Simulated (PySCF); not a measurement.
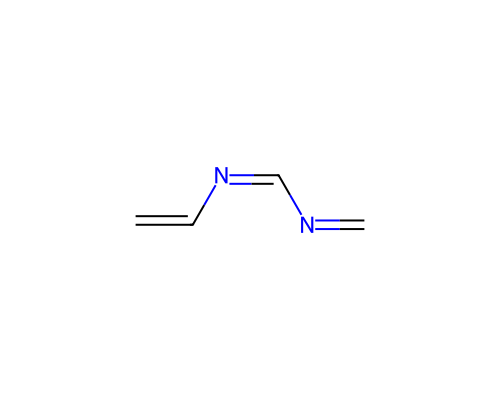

2D structure.

Transcribe the drawing into SMILES.

C=C/N=C\N=C

Give the formula, hydrogens included.

C4H6N2.

An optimisation with PBE0-D3(BJ)/def2-SVP gave a structure of which point group?

C1. Other conformers may differ.

More results for the same structure follow; atom numbers are the same in all pictures, views and colours differ. Computed geometry: PBE0-D3(BJ)/def2-SVP optimisation. No frequency run is at hand to confirm it as a minimum.

## NMR shielding

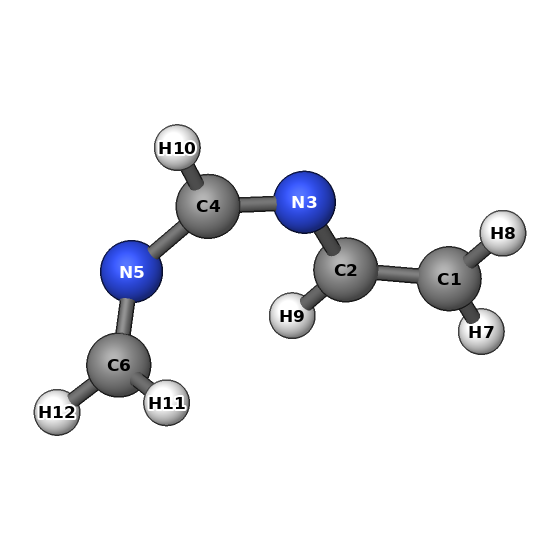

No frequency run is at hand to confirm it as a minimum. Properties computed with GIAO PBE0/aug-cc-pVDZ NMR shielding, non-relativistic, gas phase (PySCF 2.14.0). Principal shieldings σ11 ≤ σ22 ≤ σ33, span Ω = σ33 − σ11, skew κ = 3(σiso − σ22)/Ω.

Which N atom has the most anisotropic shielding?

N5, with a span of 575 ppm.

Give the shielding tensors of the N atoms.

| atom | σ11 | σ22 | σ33 | σiso | Ω | κ |
| --- | --- | --- | --- | --- | --- | --- |
| N3 | −216.6 | −62.2 | 236.3 | −14.2 | 452.9 | 0.32 |
| N5 | −417.8 | −113.2 | 157.2 | −124.6 | 575.0 | −0.06 |

Shieldings and span in ppm.

## Quadrupole coupling

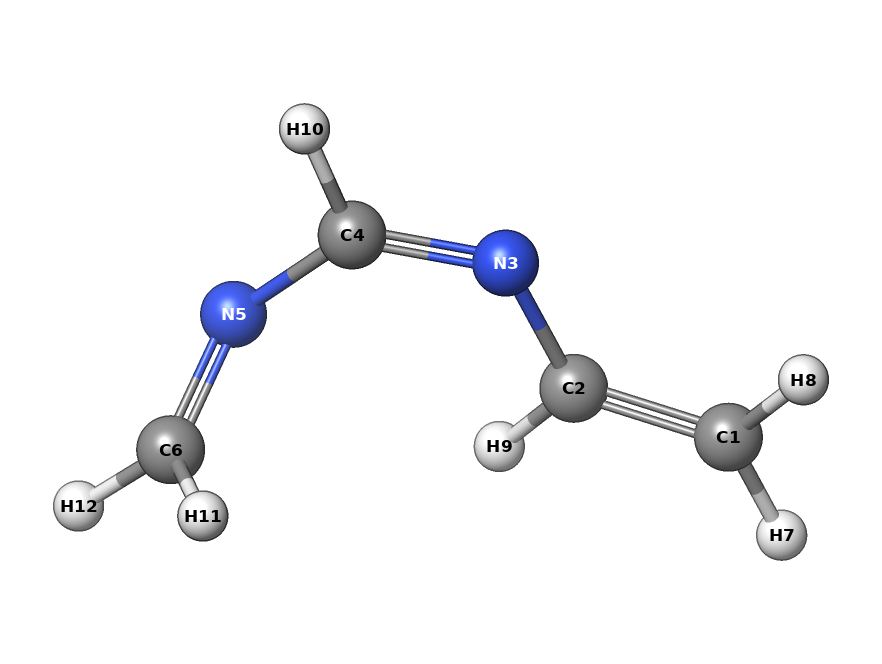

No frequency run is at hand to confirm it as a minimum. Electric field gradients from the ground-state density, PBE0/IGLO-III (PySCF 2.14.0), non-relativistic apart from any core potentials.

Give the largest field-gradient component, the quadrupole coupling constant and the asymmetry for 14N at N3 (Q = 20.44 mb), 14N at N5 (Q = 20.44 mb), 2H at H7 (Q = 2.86 mb), 2H at H8 (Q = 2.86 mb).

| atom | V_zz (a.u.) | e²qQ/h (MHz) | η |
| --- | --- | --- | --- |
| N3 | −0.971 | −4.66 | 0.16 |
| N5 | −0.963 | −4.63 | 0.45 |
| H7 | 0.301 | 0.202 | 0.05 |
| H8 | 0.297 | 0.200 | 0.04 |

## Electronic properties

No frequency run is at hand to confirm it as a minimum. Level of theory: PBE0/IGLO-III, gas phase (PySCF 2.14.0).

What does the calculation give?

- dipole moment: 2.81 D
- HOMO energy (Kohn–Sham orbital): −6.60 eV
- LUMO energy (Kohn–Sham orbital): −1.36 eV
- HOMO–LUMO gap: 5.24 eV

## Bond orders

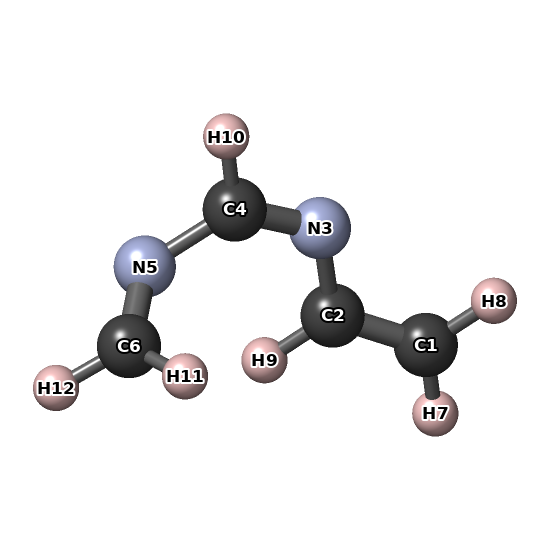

The thickness of each stick grows with its Mayer bond order. No frequency run is at hand to confirm it as a minimum. Computed with PBE0/cc-pVTZ (PySCF 2.14.0).

List the Mayer bond orders of C1–C2, C1–H7, C1–H8, C2–N3, C2–H9, N3–C4, C4–N5, C4–H10, N5–C6, C6–H11, C6–H12.

```csv
bond,Mayer order,length (Å)
C1–C2,1.81,1.339
C1–H7,0.97,1.092
C1–H8,0.95,1.093
C2–N3,1.15,1.390
C2–H9,0.94,1.101
N3–C4,1.91,1.275
C4–N5,1.10,1.388
C4–H10,0.94,1.102
N5–C6,1.95,1.262
C6–H11,0.93,1.106
C6–H12,0.95,1.100
```
